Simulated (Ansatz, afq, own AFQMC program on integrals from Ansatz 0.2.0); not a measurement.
# CH2B (quartet): AFQMC on the coupled-cluster ladder, cc-pVDZ

Aim: compute CH2B (quartet) with auxiliary-field quantum Monte Carlo on the same integrals as coupled cluster, and set the energies side by side.

Computed with Ansatz 0.2.0, Gaussian basis, and an in-house AFQMC program (afq) on its integrals; all values are calculated. Level: cc-pVDZ, frozen cores.

Plan: PBE (unrestricted); r2SCAN (unrestricted); PBE0 (unrestricted); B3LYP (unrestricted); wB97M-V (unrestricted); B2PLYP (unrestricted); CCSD(T) on UHF; CCSDT(Q) on UHF; Phaseless AFQMC, CISD trial on UHF; Phaseless AFQMC, single-determinant trial on UHF; Free-projection AFQMC, CISD trial on UHF.

## Step 1: What is computed

The geometry is a PBE0/def2-TZVP stationary point (not a proven minimum).

4 atoms, charge 0, spin multiplicity 4.

Atoms are counted from 1 here; the program's logs count them from 0.

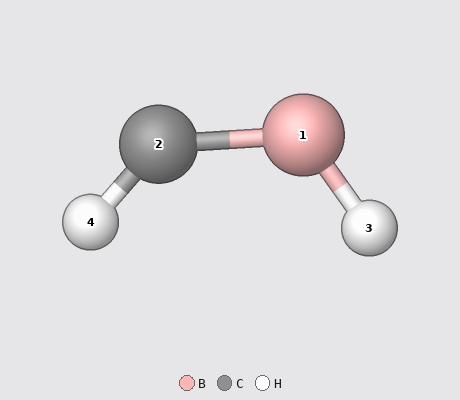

The structure; boron pink, carbon grey, hydrogen white; atoms are numbered from 1 in the order of the file.

## Step 2: PBE (unrestricted)

Contents of in.yaml:

```yaml
crystal:
  periodic: [false, false, false]
  atoms:
    - {symbol: B, position_ang: [0.000000, -0.104832, 0.802428]}
    - {symbol: C, position_ang: [0.000000, -0.044574, -0.723222]}
    - {symbol: H, position_ang: [0.000000, 0.894880, 1.472485]}
    - {symbol: H, position_ang: [0.000000, 0.760676, -1.461216]}
basis:
  gaussian: {orbitals: cc-pVDZ}
magnetization: {spin_polarized: true, initial_magnetization: 3}
hamiltonian: {xc: {name: PBE}}
output: {orbitals: {seedname: orbitals}}
```

Run with:

```bash
ansatz run in.yaml --threads 1 --pin off --events-out ev --progress --plain --max-ram 1382MiB
```

What it wrote:

```text
Functional definition: PBE
  name "PBE"
  cite "Perdew, Burke & Ernzerhof, Phys. Rev. Lett. 77, 3865 (1996) doi:10.1103/PhysRevLett.77.3865"
  parent pbe
  parameter kappa = 0.804
  parameter beta = 0.06672455060314922
  exchange = pbe_x(kappa = kappa, mu = beta*pi^2/3)
  correlation = pbe_c(beta = beta)
450 factors; their error is unknown
mean field evaluation 1: about -1735.2116 eV, gradient 1.5e1 eV
mean field evaluation 2: about -1735.1782 eV, gradient 1.6e1 eV
mean field evaluation 4: about -1736.8055 eV, gradient 9.2e-1 eV
mean field evaluation 8: about -1736.7903 eV, gradient 8.9e-2 eV
mean field evaluation 16: about -1736.7903 eV, gradient 1.3e-5 eV
mean field -1736.79034724 eV, -63.8258680224 hartree, gradient 1.3e-5 eV, S^2 3.753273; 0 other end points of the search recorded, 0 dependent functions left out
reference -1736.79037388 eV, -63.8258690013 hartree; 8, 5 occupied and 30, 33 virtual orbitals, 450 factors
Total energy: -1736.79037388 eV, -63.8258690013 hartree
```

Wall time 3 s (1 thread of AMD EPYC (Zen 3), shared host).

From the report: ⟨S²⟩ of the determinant 3.753 (pure quartet: 3.75).

## Step 3: r2SCAN (unrestricted)

in.yaml, as its differences from that of step 2:

```diff
@@ -10,3 +10,2 @@
 magnetization: {spin_polarized: true, initial_magnetization: 3}
-hamiltonian: {xc: {name: PBE}}
-output: {orbitals: {seedname: orbitals}}
+hamiltonian: {xc: {name: r2SCAN}}
```

Launched as before.

What it wrote:

```text
Functional definition: r2SCAN
  name "r2SCAN"
  cite "Furness, Kaplan, Ning, Perdew & Sun, J. Phys. Chem. Lett. 11, 8208 (2020) doi:10.1021/acs.jpclett.0c02405"
  cite "Furness, Kaplan, Ning, Perdew & Sun, J. Phys. Chem. Lett. 11, 9248 (2020) doi:10.1021/acs.jpclett.0c03077"
  parent r2scan
  parameter k0 = 0.174
  parameter k1 = 0.065
  parameter a1 = 4.9479
  exchange = r2scan_x(k0 = k0, k1 = k1, a1 = a1)
  correlation = r2scan_c
450 factors; their error is unknown
mean field evaluation 1: about -1737.4692 eV, gradient 1.3e1 eV
mean field evaluation 2: about -1737.8595 eV, gradient 1.1e1 eV
mean field evaluation 4: about -1738.6484 eV, gradient 8.0e-1 eV
mean field evaluation 8: about -1738.6316 eV, gradient 9.2e-2 eV
mean field evaluation 16: about -1738.6317 eV, gradient 1.9e-5 eV
mean field -1738.63168706 eV, -63.8935360124 hartree, gradient 1.9e-5 eV, S^2 3.755887; 0 other end points of the search recorded, 0 dependent functions left out
reference -1738.63169589 eV, -63.8935363370 hartree; 8, 5 occupied and 30, 33 virtual orbitals, 450 factors
Total energy: -1738.63169589 eV, -63.8935363370 hartree
```

It took 4.5 s on 1 thread of AMD EPYC (Zen 3), shared host.

From the report: ⟨S²⟩ of the determinant 3.756 (pure quartet: 3.75).

## Step 4: PBE0 (unrestricted)

in.yaml, as its differences from that of step 3:

```diff
@@ -10,2 +10,3 @@
 magnetization: {spin_polarized: true, initial_magnetization: 3}
-hamiltonian: {xc: {name: r2SCAN}}
+hamiltonian: {xc: {name: PBE0}}
+output: {orbitals: {seedname: orbitals}}
```

The command is unchanged.

What it wrote:

```text
Functional definition: PBE0
  name "PBE0"
  cite "Adamo & Barone, J. Chem. Phys. 110, 6158 (1999) doi:10.1063/1.478522"
  cite "Perdew, Burke & Ernzerhof, Phys. Rev. Lett. 77, 3865 (1996) doi:10.1103/PhysRevLett.77.3865"
  parent pbe
  parameter a = 0.25
  parameter kappa = 0.804
  parameter beta = 0.06672455060314922
  exchange = (1 - a)*pbe_x(kappa = kappa, mu = beta*pi^2/3) + a*exact_x
  correlation = pbe_c(beta = beta)
352 factors; integrals over basis functions are off by at most 1.0e-3 eV
mean field evaluation 1: about -1736.4489 eV, gradient 1.1e1 eV
mean field evaluation 2: about -1736.9344 eV, gradient 7.6e0 eV
mean field evaluation 4: about -1737.2949 eV, gradient 5.2e-1 eV
mean field evaluation 8: about -1737.2963 eV, gradient 7.7e-3 eV
mean field -1737.29625628 eV, -63.8444598365 hartree, gradient 6.7e-5 eV, S^2 3.753973; 0 other end points of the search recorded, 0 dependent functions left out
reference -1737.29627659 eV, -63.8444605831 hartree; 8, 5 occupied and 30, 33 virtual orbitals, 352 factors
Total energy: -1737.29627659 eV, -63.8444605831 hartree
```

Wall time 1.9 s (1 thread of AMD EPYC (Zen 3), shared host).

From the report: ⟨S²⟩ of the determinant 3.754 (pure quartet: 3.75).

## Step 5: B3LYP (unrestricted)

in.yaml, as its differences from that of step 4:

```diff
@@ -10,3 +10,2 @@
 magnetization: {spin_polarized: true, initial_magnetization: 3}
-hamiltonian: {xc: {name: PBE0}}
-output: {orbitals: {seedname: orbitals}}
+hamiltonian: {xc: {name: B3LYP}}
```

Same command.

What it wrote, cut to the lines that bear on the results:

```text
Functional definition: B3LYP
  name "B3LYP"
  cite "Stephens, Devlin, Chabalowski & Frisch, J. Phys. Chem. 98, 11623 (1994) doi:10.1021/j100096a001"
  cite "Becke, Phys. Rev. A 38, 3098 (1988) doi:10.1103/PhysRevA.38.3098"
  cite "Lee, Yang & Parr, Phys. Rev. B 37, 785 (1988) doi:10.1103/PhysRevB.37.785"
  cite "Vosko, Wilk & Nusair, Can. J. Phys. 58, 1200 (1980) doi:10.1139/p80-159"
[...]
352 factors; integrals over basis functions are off by at most 1.0e-3 eV
[...]
mean field -1739.72803587 eV, -63.9338260881 hartree, gradient 3.8e-5 eV, S^2 3.753308; 0 other end points of the search recorded, 0 dependent functions left out
reference -1739.72821045 eV, -63.9338325040 hartree; 8, 5 occupied and 30, 33 virtual orbitals, 352 factors
Total energy: -1739.72821045 eV, -63.9338325040 hartree
```

Run time: 2.6 s. Hardware: 1 thread of AMD EPYC (Zen 3), shared host.

From the report: ⟨S²⟩ of the determinant 3.753 (pure quartet: 3.75).

## Step 6: wB97M-V (unrestricted)

in.yaml, as its differences from that of step 5:

```diff
@@ -10,2 +10,3 @@
 magnetization: {spin_polarized: true, initial_magnetization: 3}
-hamiltonian: {xc: {name: B3LYP}}
+hamiltonian: {xc: {name: wB97M-V}}
+output: {orbitals: {seedname: orbitals}}
```

Same command.

What it wrote, cut to the lines that bear on the results:

```text
Functional definition: wB97M-V
  name "wB97M-V"
  cite "Mardirossian & Head-Gordon, J. Chem. Phys. 144, 214110 (2016) doi:10.1063/1.4952647"
  cite "Becke, J. Chem. Phys. 107, 8554 (1997) doi:10.1063/1.475007"
  cite "Vydrov & Van Voorhis, J. Chem. Phys. 133, 244103 (2010) doi:10.1063/1.3521275"
  # Of w^i u^j: cxij and so on, Table III.
[...]
  gx(w, u) = 1 - cx + cx01*u + cx10*w
  gss(w, u) = css00 + css04*u^4 + css10*w + css20*w^2 + css43*w^4*u^3
  gos(w, u) = cos00 + cos10*w + (cos20 + cos21*u)*w^2 + (cos60 + cos61*u)*w^6
[...]
      + integral(e_c_pw_mod_opposite_spin*gos(b97_w_opposite, b97_u_opposite)) + vv10(b, c)
352 factors; integrals over basis functions are off by at most 1.0e-3 eV
125 factors; integrals over basis functions are off by at most 6.1e-6 eV
[...]
mean field -1738.44388860 eV, -63.8866345464 hartree, gradient 2.4e-5 eV, S^2 3.752949; 0 other end points of the search recorded, 0 dependent functions left out
reference -1738.44391787 eV, -63.8866356219 hartree; 8, 5 occupied and 30, 33 virtual orbitals, 352 factors
Total energy: -1738.44391787 eV, -63.8866356219 hartree
```

Run time: 6.5 s. Hardware: 1 thread of AMD EPYC (Zen 3), shared host.

From the report: ⟨S²⟩ of the determinant 3.753 (pure quartet: 3.75).

## Step 7: B2PLYP (unrestricted)

in.yaml, as its differences from that of step 6:

```diff
@@ -10,3 +10,3 @@
 magnetization: {spin_polarized: true, initial_magnetization: 3}
-hamiltonian: {xc: {name: wB97M-V}}
-output: {orbitals: {seedname: orbitals}}
+hamiltonian: {xc: {name: B2PLYP}}
+correlation: {electrons: outside_noble_gas}
```

Same command.

What it wrote, cut to the lines that bear on the results:

```text
Functional definition: B2PLYP
  name "B2PLYP"
  cite "Grimme, J. Chem. Phys. 124, 034108 (2006) doi:10.1063/1.2148954"
  cite "Becke, Phys. Rev. A 38, 3098 (1988) doi:10.1103/PhysRevA.38.3098"
  cite "Lee, Yang & Parr, Phys. Rev. B 37, 785 (1988) doi:10.1103/PhysRevB.37.785"
[...]
352 factors; integrals over basis functions are off by at most 1.0e-3 eV
[...]
mean field -1736.18659310 eV, -63.8036804669 hartree, gradient 1.3e-6 eV, S^2 3.755152; 0 other end points of the search recorded, 0 dependent functions left out
2 core orbitals not correlated: weight in the atoms' cores, before any rotation towards them, 1.000 or more for the frozen orbitals, at most 0.000 for the correlated occupied ones
reference -1736.18670533 eV, -63.8036845912 hartree; 6, 3 occupied and 30, 33 virtual orbitals, 352 factors
second order -4.80271521 eV of doubles, -0.00000000 eV of singles
Total energy: -1737.48343844 eV, -63.8513386539 hartree
```

Run time: 2.9 s. Hardware: 1 thread of AMD EPYC (Zen 3), shared host.

From the report: ⟨S²⟩ of the determinant 3.755 (pure quartet: 3.75).

## Step 8: CCSD(T) on UHF

in.yaml, as its differences from that of step 7:

```diff
@@ -10,3 +10,2 @@
 magnetization: {spin_polarized: true, initial_magnetization: 3}
-hamiltonian: {xc: {name: B2PLYP}}
-correlation: {electrons: outside_noble_gas}
+correlation: {method: ccsd_t, electrons: outside_noble_gas, hamiltonian_folder: ham}
```

Same command.

What it wrote, cut to the lines that bear on the results:

```text
Functional definition: HF
  name "HF"
  cite "Fock, Z. Phys. 61, 126 (1930) doi:10.1007/BF01340294"
  parent pbe
[...]
352 factors; integrals over basis functions are off by at most 1.0e-3 eV
[...]
mean field -1729.46850585 eV, -63.5567953142 hartree, gradient 2.1e-6 eV, S^2 3.759938; 1 other end points of the search recorded, 0 dependent functions left out
determinant -1729.46850585 eV, -63.5567953142 hartree, with singles and doubles -1734.16212307 eV, -63.7292825655 hartree
determinant -1726.74741914 eV, -63.4567972221 hartree, with singles and doubles -1731.55203384 eV, -63.6333635557 hartree
2 core orbitals not correlated: weight in the atoms' cores, before any rotation towards them, 1.000 or more for the frozen orbitals, at most 0.000 for the correlated occupied ones
reference -1729.46850585 eV, -63.5567953142 hartree; 6, 3 occupied and 30, 33 virtual orbitals, 352 factors
second order -3.83752883 eV of doubles, -0.00000000 eV of singles
cycle   1  -4.69360486 eV  change    1.2e-5 eV  update   6.8e-4
[...]
cycle   7  -4.69382269 eV  change    2.0e-7 eV  update   2.0e-6
perturbative correction -0.10917853 eV, -0.0040122369 hartree
Total energy: -1734.27150707 eV, -63.7333023533 hartree
```

Run time: 3.9 s. Hardware: 1 thread of AMD EPYC (Zen 3), shared host.

From the report: ⟨S²⟩ of the determinant 3.760 (pure quartet: 3.75); correlation -4.8030 eV; T1 0.017; largest double amplitude 0.02.

This run also writes the integrals to the folder ham.

(Part 1 of 2 ends here.)
